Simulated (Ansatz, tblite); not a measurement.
# In(H2O)F3 (F₃H₂InO): a ladder of methods and basis sets

How do method and basis change the picture of In(H2O)F3 (F₃H₂InO) (singlet)?

The runs use Ansatz 0.2.0, Gaussian basis; as each input shows.

Levels to be run: GFN1-xTB, GFN2-xTB, PBE-D4/def2-TZVP, r2SCAN-D4/def2-TZVP, revPBE-D4/def2-TZVP, CAM-B3LYP-D4/def2-TZVP, BHLYP-D4/def2-TZVP, B97M-V/def2-TZVP, PBE-QIDH/def2-TZVP, LDA/def2-TZVP, LC-ωPBE/def2-TZVP, PBE-D4/def2-SVP, PBE0-D4/def2-SVP, PBE0-D4/def2-TZVPD, PBE-D4/def2-TZVPD, r2SCAN-D4/def2-TZVPD, CCSD(T)/def2-TZVPP, MP2/def2-TZVP, RPA/def2-TZVP.

2 further runs of the same task are left out: 1 that didn't finish, 1 set aside as unsound or not needed. Runs told in other sessions of the task aren't counted.

## 1. The structure

The geometry is that of the singlet, from an earlier relaxation (PBE0-D4/def2-SVP).

7 atoms, charge 0, spin multiplicity 1.

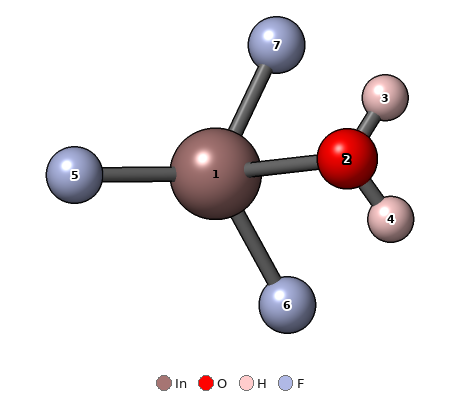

The structure; indium brown, oxygen red, hydrogen pink, fluorine light blue; atoms are numbered from 1 in the order of the file.

As a file:

```xyz
7

In    0.1985   -0.0659   -0.9697
O     0.1988    0.0455    1.3029
H    -0.4202   -0.6662    1.5331
H    -0.2819    0.8752    1.4557
F     1.9497   -0.2752   -1.7761
F    -0.6616    1.6907   -0.8524
F    -0.9833   -1.6040   -0.6935
```

In takes a core potential in the def2 sets. No spin-orbit coupling is included.

PBE0-D4/def2-TZVP was run before; its log isn't repeated, and its numbers join the tables.

## 2. GFN1-xTB

Tight binding, by tblite at 300 K electronic temperature and without a spin-polarisation term:

```python
tblite.interface.Calculator('GFN1-xTB', numbers, positions, charge=0, uhf=0).singlepoint()
```

Energy -619.7244 eV, HOMO -13.03 eV, LUMO -9.05 eV; 0.004 s.

## 3. GFN2-xTB

Tight binding, by tblite at 300 K electronic temperature and without a spin-polarisation term:

```python
tblite.interface.Calculator('GFN2-xTB', numbers, positions, charge=0, uhf=0).singlepoint()
```

Energy -560.7618 eV, HOMO -13.59 eV, LUMO -10.23 eV; 0.002 s.

## 4. PBE-D4/def2-TZVP

start.molden holds the orbitals of an earlier run on this state, given as this run's starting guess.

in.yaml reads:

```yaml
crystal:
  periodic: [false, false, false]
  atoms:
    - {symbol: In, position_ang: [0.198456, -0.065891, -0.969696]}
    - {symbol: O, position_ang: [0.198785, 0.045475, 1.302913]}
    - {symbol: H, position_ang: [-0.420195, -0.666238, 1.533082]}
    - {symbol: H, position_ang: [-0.281919, 0.875231, 1.455699]}
    - {symbol: F, position_ang: [1.949741, -0.275227, -1.776070]}
    - {symbol: F, position_ang: [-0.661578, 1.690661, -0.852394]}
    - {symbol: F, position_ang: [-0.983280, -1.604011, -0.693524]}
basis:
  gaussian: {orbitals: def2-TZVP, initial_orbitals: start.molden}
hamiltonian: {xc: pbe, dispersion: d4}
scf: {omitted_lower_state_checks: [starts]}
output: {orbitals: {seedname: orbitals}}
```

Started as:

```bash
$ ansatz run in.yaml --threads 4 --pin off --events-out ev --progress --plain --max-ram 3916MiB
```

Standard output:

```text
Functional definition: PBE
  name "PBE"
  cite "Perdew, Burke & Ernzerhof, Phys. Rev. Lett. 77, 3865 (1996) doi:10.1103/PhysRevLett.77.3865"
  parent pbe
  parameter kappa = 0.804
  parameter beta = 0.06672455060314922
  exchange = pbe_x(kappa = kappa, mu = beta*pi^2/3)
  correlation = pbe_c(beta = beta)
these checks for a lower state are left out or cut short: starts
1095 factors; their error is unknown
mean field evaluation 1: about -15401.8938 eV, gradient 1.1e1 eV
mean field evaluation 2: about -15402.0803 eV, gradient 1.9e-1 eV
mean field evaluation 4: about -15402.0682 eV, gradient 3.8e-4 eV
mean field -15402.06820862 eV, -566.0155667699 hartree, gradient 1.2e-5 eV, S^2 0.000000; 0 other end points of the search recorded, 0 dependent functions left out
reference -15402.06828502 eV, -566.0155695777 hartree; 29, 29 occupied and 157, 157 virtual orbitals, 1095 factors
Total energy: -15402.17597510 eV, -566.0195271152 hartree
Checks for a lower state left out: starts
```

It took 1.4 s on 4 threads of Arm Neoverse V2, shared host.

From the report: HOMO -8.55 eV, LUMO -3.44 eV.

## 5. r2SCAN-D4/def2-TZVP

in.yaml, as its differences from that of step 4:

```diff
@@ -12,3 +12,3 @@
   gaussian: {orbitals: def2-TZVP, initial_orbitals: start.molden}
-hamiltonian: {xc: pbe, dispersion: d4}
+hamiltonian: {xc: r2scan, dispersion: d4}
 scf: {omitted_lower_state_checks: [starts]}
```

The command is unchanged.

Standard output:

```text
Functional definition: r2SCAN
  name "r2SCAN"
  cite "Furness, Kaplan, Ning, Perdew & Sun, J. Phys. Chem. Lett. 11, 8208 (2020) doi:10.1021/acs.jpclett.0c02405"
  cite "Furness, Kaplan, Ning, Perdew & Sun, J. Phys. Chem. Lett. 11, 9248 (2020) doi:10.1021/acs.jpclett.0c03077"
  parent r2scan
  parameter k0 = 0.174
  parameter k1 = 0.065
  parameter a1 = 4.9479
  exchange = r2scan_x(k0 = k0, k1 = k1, a1 = a1)
  correlation = r2scan_c
these checks for a lower state are left out or cut short: starts
1095 factors; their error is unknown
mean field evaluation 1: about -15409.5210 eV, gradient 5.8e0 eV
mean field evaluation 2: about -15409.5614 eV, gradient 5.2e-2 eV
mean field evaluation 4: about -15409.5561 eV, gradient 1.4e-4 eV
mean field -15409.55609298 eV, -566.2907414447 hartree, gradient 2.4e-5 eV, S^2 0.000000; 0 other end points of the search recorded, 0 dependent functions left out
reference -15409.55611900 eV, -566.2907424010 hartree; 29, 29 occupied and 157, 157 virtual orbitals, 1095 factors
Total energy: -15409.58175001 eV, -566.2916843233 hartree
Checks for a lower state left out: starts
```

Wall time 2.7 s (4 threads of Arm Neoverse V2, shared host).

From the report: HOMO -9.00 eV, LUMO -3.18 eV.

## 6. revPBE-D4/def2-TZVP

in.yaml, as its differences from that of step 5:

```diff
@@ -12,3 +12,3 @@
   gaussian: {orbitals: def2-TZVP, initial_orbitals: start.molden}
-hamiltonian: {xc: r2scan, dispersion: d4}
+hamiltonian: {xc: {name: revPBE}, dispersion: d4}
 scf: {omitted_lower_state_checks: [starts]}
```

Launched as before.

Standard output:

```text
Functional definition: revPBE
  name "revPBE"
  cite "Zhang & Yang, Phys. Rev. Lett. 80, 890 (1998) doi:10.1103/PhysRevLett.80.890"
  cite "Perdew, Burke & Ernzerhof, Phys. Rev. Lett. 77, 3865 (1996) doi:10.1103/PhysRevLett.77.3865"
  parameter kappa = 1.245
  parameter beta = 0.06672455060314922
  exchange = pbe_x(kappa = kappa, mu = beta*pi^2/3)
  correlation = pbe_c(beta = beta)
these checks for a lower state are left out or cut short: starts
1095 factors; their error is unknown
mean field evaluation 1: about -15409.5423 eV, gradient 1.2e1 eV
mean field evaluation 2: about -15409.6793 eV, gradient 1.9e-1 eV
mean field evaluation 4: about -15409.6670 eV, gradient 4.4e-4 eV
mean field -15409.66704094 eV, -566.2948187069 hartree, gradient 1.0e-5 eV, S^2 0.000000; 0 other end points of the search recorded, 0 dependent functions left out
reference -15409.66713692 eV, -566.2948222343 hartree; 29, 29 occupied and 157, 157 virtual orbitals, 1095 factors
Total energy: -15409.95906360 eV, -566.3055503418 hartree
Checks for a lower state left out: starts
```

Run time: 1.4 s. Hardware: 4 threads of Arm Neoverse V2, shared host.

Report: HOMO -8.44 eV, LUMO -3.28 eV.

## 7. CAM-B3LYP-D4/def2-TZVP

in.yaml, as its differences from that of step 6:

```diff
@@ -12,3 +12,3 @@
   gaussian: {orbitals: def2-TZVP, initial_orbitals: start.molden}
-hamiltonian: {xc: {name: revPBE}, dispersion: d4}
+hamiltonian: {xc: {name: CAM-B3LYP}, dispersion: d4}
 scf: {omitted_lower_state_checks: [starts]}
```

Same command.

Standard output, cut to the lines that bear on the results:

```text
Functional definition: CAM-B3LYP
  name "CAM-B3LYP"
  cite "Yanai, Tew & Handy, Chem. Phys. Lett. 393, 51 (2004) doi:10.1016/j.cplett.2004.06.011"
  cite "Iikura, Tsuneda, Yanai & Hirao, J. Chem. Phys. 115, 3540 (2001) doi:10.1063/1.1383587"
  cite "Becke, Phys. Rev. A 38, 3098 (1988) doi:10.1103/PhysRevA.38.3098"
  cite "Lee, Yang & Parr, Phys. Rev. B 37, 785 (1988) doi:10.1103/PhysRevB.37.785"
  cite "Vosko, Wilk & Nusair, Can. J. Phys. 58, 1200 (1980) doi:10.1139/p80-159"
[...]
  # Exact exchange under (alpha + beta erf(omega r))/r, Becke's under what is left of 1/r.
[...]
1172 factors; their error is unknown
270 factors; integrals over basis functions are off by at most 1.1e-5 eV
[...]
mean field -15408.95572496 eV, -566.2686783269 hartree, gradient 2.5e-5 eV, S^2 0.000000; 0 other end points of the search recorded, 0 dependent functions left out
reference -15408.95586949 eV, -566.2686836382 hartree; 29, 29 occupied and 157, 157 virtual orbitals, 1172 factors
Total energy: -15409.04916310 eV, -566.2721121151 hartree
Checks for a lower state left out: starts
```

It took 2.2 s on 4 threads of Arm Neoverse V2, shared host.

From the report: HOMO -12.11 eV, LUMO -1.58 eV.

## 8. BHLYP-D4/def2-TZVP

in.yaml, as its differences from that of step 7:

```diff
@@ -12,3 +12,3 @@
   gaussian: {orbitals: def2-TZVP, initial_orbitals: start.molden}
-hamiltonian: {xc: {name: CAM-B3LYP}, dispersion: d4}
+hamiltonian: {xc: {name: BHLYP}, dispersion: d4}
 scf: {omitted_lower_state_checks: [starts]}
```

The command is unchanged.

Standard output:

```text
Functional definition: BHLYP
  name "BHLYP"
  cite "Becke, J. Chem. Phys. 98, 1372 (1993) doi:10.1063/1.464304"
  cite "Becke, Phys. Rev. A 38, 3098 (1988) doi:10.1103/PhysRevA.38.3098"
  cite "Lee, Yang & Parr, Phys. Rev. B 37, 785 (1988) doi:10.1103/PhysRevB.37.785"
  parameter a = 0.5
  exchange = (1 - a)*b88_x + a*exact_x
  correlation = lyp_c
these checks for a lower state are left out or cut short: starts
1315 factors; their error is unknown
mean field evaluation 1: about -15405.3193 eV, gradient 8.5e0 eV
mean field evaluation 2: about -15405.4326 eV, gradient 1.8e-1 eV
mean field evaluation 4: about -15405.6002 eV, gradient 5.1e-4 eV
mean field -15405.60017832 eV, -566.1453642624 hartree, gradient 1.6e-5 eV, S^2 0.000000; 0 other end points of the search recorded, 0 dependent functions left out
reference -15405.60036751 eV, -566.1453712151 hartree; 29, 29 occupied and 157, 157 virtual orbitals, 1315 factors
Total energy: -15405.74383970 eV, -566.1506437209 hartree
Checks for a lower state left out: starts
```

It took 2 s on 4 threads of Arm Neoverse V2, shared host.

Report: HOMO -12.50 eV, LUMO -1.66 eV.

## 9. B97M-V/def2-TZVP

in.yaml, as its differences from that of step 8:

```diff
@@ -12,3 +12,3 @@
   gaussian: {orbitals: def2-TZVP, initial_orbitals: start.molden}
-hamiltonian: {xc: {name: BHLYP}, dispersion: d4}
+hamiltonian: {xc: {name: B97M-V}}
 scf: {omitted_lower_state_checks: [starts]}
```

Same command.

Standard output, cut to the lines that bear on the results:

```text
Functional definition: B97M-V
  name "B97M-V"
  cite "Mardirossian & Head-Gordon, J. Chem. Phys. 142, 074111 (2015) doi:10.1063/1.4907719"
  cite "Becke, J. Chem. Phys. 107, 8554 (1997) doi:10.1063/1.475007"
  cite "Vydrov & Van Voorhis, J. Chem. Phys. 133, 244103 (2010) doi:10.1063/1.3521275"
  # Of w^i u^j: cxij and so on, Table III.
[...]
  gx(w, u) = cx00 + cx01*u + cx02*u^2 + (cx10 + cx11*u)*w
  gss(w, u) = css00 + css02*u^2 + css10*w + (css32*w^3 + css42*w^4)*u^2
  gos(w, u) = cos00 + cos01*u + cos03*u^3 + cos10*w + cos32*w^3*u^2
[...]
      + integral(e_c_pw_mod_opposite_spin*gos(b97_w_opposite, b97_u_opposite)) + vv10(b, c)
[...]
1095 factors; their error is unknown
[...]
mean field -15408.30848043 eV, -566.2448925293 hartree, gradient 2.3e-5 eV, S^2 0.000000; 0 other end points of the search recorded, 0 dependent functions left out
reference -15408.30858936 eV, -566.2448965322 hartree; 29, 29 occupied and 157, 157 virtual orbitals, 1095 factors
Total energy: -15408.30858936 eV, -566.2448965322 hartree
Checks for a lower state left out: starts
```

It took 5 s on 4 threads of Arm Neoverse V2, shared host.

From the report: HOMO -9.10 eV, LUMO -3.31 eV.

## 10. PBE-QIDH/def2-TZVP

in.yaml, as its differences from that of step 9:

```diff
@@ -12,4 +12,3 @@
   gaussian: {orbitals: def2-TZVP, initial_orbitals: start.molden}
-hamiltonian: {xc: {name: B97M-V}}
+hamiltonian: {xc: {name: PBE-QIDH}}
 scf: {omitted_lower_state_checks: [starts]}
-output: {orbitals: {seedname: orbitals}}
```

Launched as before.

Standard output, cut to the lines that bear on the results:

```text
Functional definition: PBE-QIDH
  name "PBE-QIDH"
  cite "Brémond, Sancho-García, Pérez-Jiménez & Adamo, J. Chem. Phys. 141, 031101 (2014) doi:10.1063/1.4890314"
  cite "Perdew, Burke & Ernzerhof, Phys. Rev. Lett. 77, 3865 (1996) doi:10.1103/PhysRevLett.77.3865"
[...]
1410 factors; integrals over basis functions are off by at most 1.2e-3 eV
[...]
mean field -15382.12066089 eV, -565.2825079117 hartree, gradient 2.0e-6 eV, S^2 0.000000; 0 other end points of the search recorded, 0 dependent functions left out
8 core orbitals not correlated: weight in the atoms' cores, before any rotation towards them, 1.000 or more for the frozen orbitals, at most 0.000 for the correlated occupied ones
reference -15382.12067885 eV, -565.2825085719 hartree; 21, 21 occupied and 157, 157 virtual orbitals, 1410 factors
second order -38.99502562 eV of doubles, -0.00000000 eV of singles
Total energy: -15395.11902073 eV, -565.7601888253 hartree
Checks for a lower state left out: starts
```

Wall time 3.7 s (4 threads of Arm Neoverse V2, shared host).

## 11. LDA/def2-TZVP

in.yaml, as its differences from that of step 10:

```diff
@@ -12,3 +12,4 @@
   gaussian: {orbitals: def2-TZVP, initial_orbitals: start.molden}
-hamiltonian: {xc: {name: PBE-QIDH}}
+hamiltonian: {xc: lda}
 scf: {omitted_lower_state_checks: [starts]}
+output: {orbitals: {seedname: orbitals}}
```

The command is unchanged.

Standard output:

```text
Functional definition: SPW92
  name "SPW92"
  cite "Dirac, Proc. Camb. Phil. Soc. 26, 376 (1930) doi:10.1017/S0305004100016108"
  cite "Slater, Phys. Rev. 81, 385 (1951) doi:10.1103/PhysRev.81.385"
  cite "Perdew & Wang, Phys. Rev. B 45, 13244 (1992) doi:10.1103/PhysRevB.45.13244"
  exchange = slater_x
  correlation = pw_c
these checks for a lower state are left out or cut short: starts
1095 factors; their error is unknown
mean field evaluation 1: about -15335.9229 eV, gradient 5.2e1 eV
mean field evaluation 2: about -15336.5434 eV, gradient 1.1e0 eV
mean field evaluation 4: about -15336.5390 eV, gradient 3.4e-1 eV
mean field evaluation 8: about -15336.5391 eV, gradient 1.6e-5 eV
mean field -15336.53905827 eV, -563.6074149119 hartree, gradient 1.6e-5 eV, S^2 0.000000; 0 other end points of the search recorded, 0 dependent functions left out
reference -15336.53912790 eV, -563.6074174707 hartree; 29, 29 occupied and 157, 157 virtual orbitals, 1095 factors
Total energy: -15336.53912790 eV, -563.6074174707 hartree
Checks for a lower state left out: starts
```

Wall time 0.85 s (4 threads of Arm Neoverse V2, shared host).

From the report: HOMO -8.85 eV, LUMO -3.85 eV.

## 12. LC-ωPBE/def2-TZVP

in.yaml, as its differences from that of step 11:

```diff
@@ -12,3 +12,3 @@
   gaussian: {orbitals: def2-TZVP, initial_orbitals: start.molden}
-hamiltonian: {xc: lda}
+hamiltonian: {xc: {name: LC-wPBE}}
 scf: {omitted_lower_state_checks: [starts]}
```

Same command.

Standard output, cut to the lines that bear on the results:

```text
Functional definition: LC-wPBE
  name "LC-wPBE"
  cite "Vydrov & Scuseria, J. Chem. Phys. 125, 234109 (2006) doi:10.1063/1.2409292"
  cite "Heyd & Scuseria, J. Chem. Phys. 120, 7274 (2004) doi:10.1063/1.1668634"
  cite "Ernzerhof & Perdew, J. Chem. Phys. 109, 3313 (1998) doi:10.1063/1.476928"
  cite "Perdew, Burke & Ernzerhof, Phys. Rev. Lett. 77, 3865 (1996) doi:10.1103/PhysRevLett.77.3865"
  parent pbe
[...]
1095 factors; their error is unknown
347 factors; integrals over basis functions are off by at most 1.2e-5 eV
[...]
mean field -15407.35702361 eV, -566.2099271362 hartree, gradient 2.3e-5 eV, S^2 0.000000; 0 other end points of the search recorded, 0 dependent functions left out
reference -15407.35702363 eV, -566.2099271366 hartree; 29, 29 occupied and 157, 157 virtual orbitals, 1095 factors
Total energy: -15407.35702363 eV, -566.2099271366 hartree
Checks for a lower state left out: starts
```

It took 1.8 s on 4 threads of Arm Neoverse V2, shared host.

HOMO -13.37 eV, LUMO -0.10 eV.

## 13. PBE-D4/def2-SVP

in.yaml, as its differences from that of step 12:

```diff
@@ -11,4 +11,4 @@
 basis:
-  gaussian: {orbitals: def2-TZVP, initial_orbitals: start.molden}
-hamiltonian: {xc: {name: LC-wPBE}}
+  gaussian: {orbitals: def2-SVP, initial_orbitals: start.molden}
+hamiltonian: {xc: pbe, dispersion: d4}
 scf: {omitted_lower_state_checks: [starts]}
```

Launched as before.

Standard output:

```text
Functional definition: PBE
  name "PBE"
  cite "Perdew, Burke & Ernzerhof, Phys. Rev. Lett. 77, 3865 (1996) doi:10.1103/PhysRevLett.77.3865"
  parent pbe
  parameter kappa = 0.804
  parameter beta = 0.06672455060314922
  exchange = pbe_x(kappa = kappa, mu = beta*pi^2/3)
  correlation = pbe_c(beta = beta)
these checks for a lower state are left out or cut short: starts
1019 factors; their error is unknown
mean field evaluation 1: about -15387.9574 eV, gradient 2.9e1 eV
mean field evaluation 2: about -15388.6385 eV, gradient 8.2e-1 eV
mean field evaluation 4: about -15388.6018 eV, gradient 8.0e-2 eV
mean field -15388.60179542 eV, -565.5206852126 hartree, gradient 2.5e-5 eV, S^2 0.000000; 0 other end points of the search recorded, 0 dependent functions left out
reference -15388.60184986 eV, -565.5206872136 hartree; 29, 29 occupied and 63, 63 virtual orbitals, 1019 factors
Total energy: -15388.70953995 eV, -565.5246447511 hartree
Checks for a lower state left out: starts
```

Wall time 0.65 s (4 threads of Arm Neoverse V2, shared host).

From the report: HOMO -8.07 eV, LUMO -3.11 eV.

## 14. PBE0-D4/def2-SVP

in.yaml, as its differences from that of step 13:

```diff
@@ -12,3 +12,3 @@
   gaussian: {orbitals: def2-SVP, initial_orbitals: start.molden}
-hamiltonian: {xc: pbe, dispersion: d4}
+hamiltonian: {xc: pbe0, dispersion: d4}
 scf: {omitted_lower_state_checks: [starts]}
```

Same command.

Standard output:

```text
Functional definition: PBE0
  name "PBE0"
  cite "Adamo & Barone, J. Chem. Phys. 110, 6158 (1999) doi:10.1063/1.478522"
  cite "Perdew, Burke & Ernzerhof, Phys. Rev. Lett. 77, 3865 (1996) doi:10.1103/PhysRevLett.77.3865"
  parent pbe
  parameter a = 0.25
  parameter kappa = 0.804
  parameter beta = 0.06672455060314922
  exchange = (1 - a)*pbe_x(kappa = kappa, mu = beta*pi^2/3) + a*exact_x
  correlation = pbe_c(beta = beta)
these checks for a lower state are left out or cut short: starts
952 factors; integrals over basis functions are off by at most 1.3e-3 eV
mean field evaluation 1: about -15387.9305 eV, gradient 2.8e1 eV
mean field evaluation 2: about -15388.3647 eV, gradient 4.8e-1 eV
mean field evaluation 4: about -15388.4907 eV, gradient 1.1e-3 eV
mean field -15388.49066628 eV, -565.5166012924 hartree, gradient 3.2e-5 eV, S^2 0.000000; 0 other end points of the search recorded, 0 dependent functions left out
reference -15388.49070728 eV, -565.5166027988 hartree; 29, 29 occupied and 63, 63 virtual orbitals, 952 factors
Total energy: -15388.58189691 eV, -565.5199539560 hartree
Checks for a lower state left out: starts
```

Wall time 0.95 s (4 threads of Arm Neoverse V2, shared host).

Report: HOMO -10.17 eV, LUMO -2.22 eV.

## 15. PBE0-D4/def2-TZVPD

in.yaml, as its differences from that of step 14:

```diff
@@ -11,3 +11,3 @@
 basis:
-  gaussian: {orbitals: def2-SVP, initial_orbitals: start.molden}
+  gaussian: {orbitals: def2-TZVPD, initial_orbitals: start.molden}
 hamiltonian: {xc: pbe0, dispersion: d4}
```

The command is unchanged.

Standard output:

```text
Functional definition: PBE0
  name "PBE0"
  cite "Adamo & Barone, J. Chem. Phys. 110, 6158 (1999) doi:10.1063/1.478522"
  cite "Perdew, Burke & Ernzerhof, Phys. Rev. Lett. 77, 3865 (1996) doi:10.1103/PhysRevLett.77.3865"
  parent pbe
  parameter a = 0.25
  parameter kappa = 0.804
  parameter beta = 0.06672455060314922
  exchange = (1 - a)*pbe_x(kappa = kappa, mu = beta*pi^2/3) + a*exact_x
  correlation = pbe_c(beta = beta)
these checks for a lower state are left out or cut short: starts
1390 factors; their error is unknown
mean field evaluation 1: about -15401.7404 eV, gradient 6.2e0 eV
mean field evaluation 2: about -15401.8667 eV, gradient 1.6e-1 eV
mean field evaluation 4: about -15401.9287 eV, gradient 3.0e-4 eV
mean field -15401.92865416 eV, -566.0104382382 hartree, gradient 8.8e-6 eV, S^2 0.000000; 0 other end points of the search recorded, 0 dependent functions left out
reference -15401.92870143 eV, -566.0104399752 hartree; 29, 29 occupied and 205, 205 virtual orbitals, 1390 factors
Total energy: -15402.01989106 eV, -566.0137911324 hartree
Checks for a lower state left out: starts
```

Wall time 3 s (4 threads of Arm Neoverse V2, shared host); peak memory 0.61 GiB.

Report: HOMO -10.60 eV, LUMO -2.62 eV.

## 16. PBE-D4/def2-TZVPD

in.yaml, as its differences from that of step 15:

```diff
@@ -12,3 +12,3 @@
   gaussian: {orbitals: def2-TZVPD, initial_orbitals: start.molden}
-hamiltonian: {xc: pbe0, dispersion: d4}
+hamiltonian: {xc: pbe, dispersion: d4}
 scf: {omitted_lower_state_checks: [starts]}
```

Same command.

Standard output:

```text
Functional definition: PBE
  name "PBE"
  cite "Perdew, Burke & Ernzerhof, Phys. Rev. Lett. 77, 3865 (1996) doi:10.1103/PhysRevLett.77.3865"
  parent pbe
  parameter kappa = 0.804
  parameter beta = 0.06672455060314922
  exchange = pbe_x(kappa = kappa, mu = beta*pi^2/3)
  correlation = pbe_c(beta = beta)
these checks for a lower state are left out or cut short: starts
1308 factors; their error is unknown
mean field evaluation 1: about -15401.8932 eV, gradient 1.3e1 eV
mean field evaluation 2: about -15402.2315 eV, gradient 3.6e-1 eV
mean field evaluation 4: about -15402.2199 eV, gradient 3.6e-1 eV
mean field evaluation 8: about -15402.2200 eV, gradient 1.5e-5 eV
mean field -15402.21999456 eV, -566.0211448004 hartree, gradient 1.5e-5 eV, S^2 0.000000; 0 other end points of the search recorded, 0 dependent functions left out
reference -15402.22005613 eV, -566.0211470630 hartree; 29, 29 occupied and 205, 205 virtual orbitals, 1308 factors
Total energy: -15402.32774621 eV, -566.0251046006 hartree
Checks for a lower state left out: starts
```

Wall time 2.5 s (4 threads of Arm Neoverse V2, shared host).

Report: HOMO -8.66 eV, LUMO -3.57 eV.

(Part 1 of 2 ends here.)
